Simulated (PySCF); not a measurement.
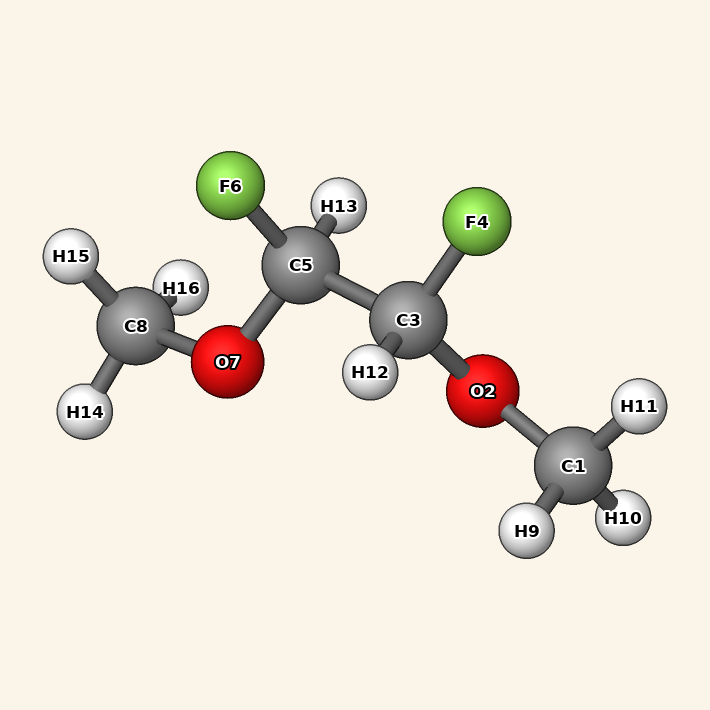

The thickness of each stick grows with its Mayer bond order. The geometry was computed by an optimisation with GFN2-xTB. No frequency run is at hand to confirm it as a minimum. Method: PBE0/pcSseg-1 (PySCF 2.14.0).

List the Mayer bond orders of C1–O2, O2–C3, C3–F4, C3–C5, C5–F6, C5–O7, O7–C8 (bonds between heavy atoms, one of each equivalent set). Atoms whose distances differ by more than 0.02 Å in this geometry are listed apart.

```tsv
bond	Mayer order	length (Å)
C1–O2	0.89	1.421
O2–C3	1.03	1.362
C3–F4	0.89	1.384
C3–C5	0.98	1.533
C5–F6	0.89	1.384
C5–O7	1.03	1.362
O7–C8	0.89	1.421
```
